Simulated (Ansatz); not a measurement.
C2H4BFZn (SMILES FB/C=[CH]\[ZnH])

Input file:

```
crystal:
  periodic: [false, false, false]
  atoms:
    - symbol: C
      position_ang: [1.149245, 0.001475, 0.841903]
    - symbol: C
      position_ang: [1.631419, 0.385085, -0.366819]
    - symbol: B
      position_ang: [0.967642, 1.057669, 1.947782]
    - symbol: F
      position_ang: [1.304371, 2.331670, 1.646685]
    - symbol: Zn
      position_ang: [2.090889, 2.264305, -0.698968]
    - symbol: H
      position_ang: [0.554048, 0.880960, 3.069298]
    - symbol: H
      position_ang: [0.889763, -1.049054, 1.035489]
    - symbol: H
      position_ang: [1.747802, -0.397813, -1.132432]
    - symbol: H
      position_ang: [2.494586, 3.697896, -1.108088]
basis:
  gaussian: {orbitals: def2-TZVPD}
output: {forces: true, orbitals: {seedname: orbitals}}
hamiltonian: {xc: pbe0}
```

Launched as:

```sh
ansatz run input.yaml --threads 2 --pin off --max-ram 4350MiB --events-out events.jsonl --progress --plain --runs-dir runs
```

Geometry: PBE0-D3(BJ)/def2-SVP.

Theory: isolated molecule in a Gaussian basis; Kohn-Sham density functional theory, functional PBE0 in Ansatz.

### What will maps of the electron density and electron localisation function show?

B–F (1.35 Å): ρ is about 2.1 e/Å³ halfway; the ELF peaks at about 0.85 between the atoms (a polar covalent bond).
C–C (1.36 Å): ρ at the midpoint is about 2.3 e/Å³; the ELF peaks at about 0.95 between the atoms: a covalent bond.
C–B (1.54 Å): the density is about 1.5 e/Å³ at the midpoint; the ELF peaks at about 1 between the atoms, as expected for a covalent bond.
C–Zn (1.96 Å): ρ is about 0.76 e/Å³ halfway; the ELF peaks at about 0.95 in the valence shell of C, 0.7 Å from its nucleus, and is about 0.40 at the midpoint.

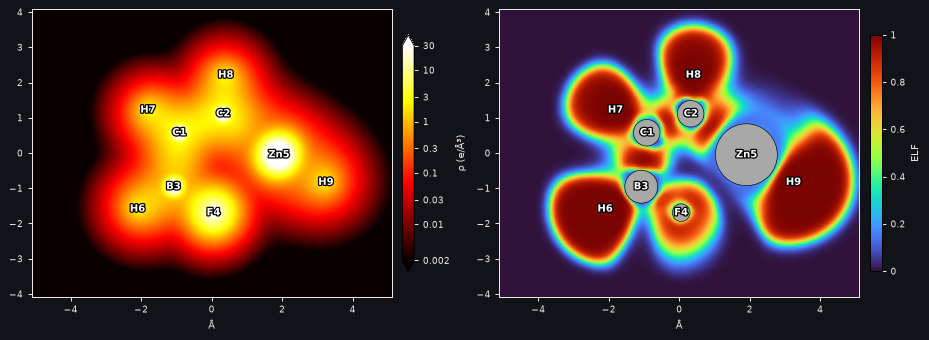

Computed electron density and electron localisation function on the molecular plane, in this order. Grey discs cover the atomic cores in the ELF map. 
